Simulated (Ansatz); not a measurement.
Input

```
crystal:
  periodic: [false, false, false]
  atoms:
    - { symbol: W, position_ang: [0.02278, -0.17234, -0.085969] }
    - { symbol: O, position_ang: [-0.291019, -0.175629, 1.807266] }
    - { symbol: H, position_ang: [-1.145792, -0.336403, 2.260409] }
    - { symbol: Cl, position_ang: [2.273729, 0.195682, 0.300301] }
    - { symbol: F, position_ang: [-0.182286, 1.68087, -0.256949] }
    - { symbol: Cl, position_ang: [-2.265818, -0.565451, -0.304098] }
    - { symbol: F, position_ang: [0.385044, -2.016366, -0.063588] }
    - { symbol: Cl, position_ang: [0.206507, -0.297925, -2.39364] }
    - { symbol: Br, position_ang: [-2.188408, 2.148174, 1.94735] }
    - { symbol: H, position_ang: [-0.754837, 1.920786, 2.347718] }
basis:
  gaussian: { orbitals: def2-SVP }
hamiltonian:
  xc: pbe
relax:
  f_tol: 0.03
  max_steps: 50
output:
  orbitals: {}
```

Run with:

```sh
ansatz run input.yaml --threads 4 --pin off --max-ram 5120MiB --backend cpu --events-out ev --progress --plain --runs-dir out
```

The fields are those of the run's last geometry, not of the input's.

Core potentials replace the inner electrons of W.

The calculation used Ansatz, RKS PBE/def2-SVP.

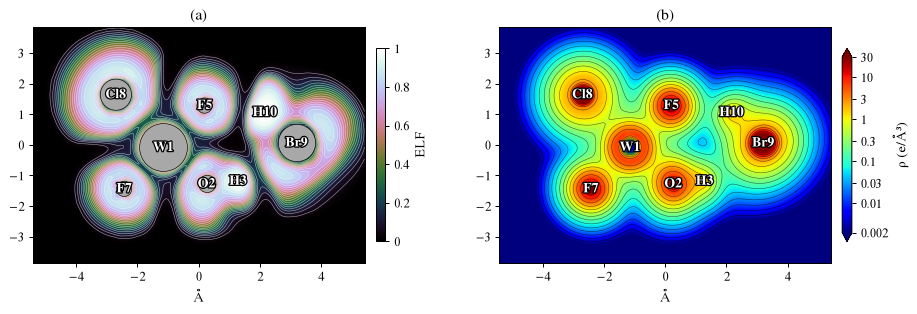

Cl$_{3}$F$_{2}$HOW···HBr. (a) electron localisation function; (b) electron density on the plane of atoms O2, W1 and F5. Grey discs cover the atomic cores in the ELF map.

Q: Describe what can be read from this map.

A: The plane passes through W, O, H, F, Cl and Br nuclei.
F5···H10 (1.98 Å): the density falls to about 0.15 e/Å³ on the way; the ELF dips to about 0.10 between them.
W–O (1.86 Å): the density is about 1.2 e/Å³ at the midpoint; the ELF peaks at about 0.85 in the valence shell of O, 0.5 Å from its nucleus, and drops to about 0.25 between the two atoms.
W–F (1.87 Å): the density is about 1.1 e/Å³ at the midpoint; the ELF peaks at about 0.85 in the valence shell of F, 0.5 Å from its nucleus, and drops to about 0.20 between the two atoms.
W–Cl (2.32 Å): ρ is about 0.65 e/Å³ halfway; the ELF peaks at about 0.85 in the valence shell of Cl, 0.8 Å from its nucleus, and is about 0.35 at the midpoint.
O–H (1.00 Å): the density is about 3.5 e/Å³ at the midpoint; the ELF climbs to about 1 towards the hydrogen, as it does in any bond to H: an ordinary covalent bond to hydrogen.
The ELF also peaks beside Br9, away from the bonds: lone-pair regions.
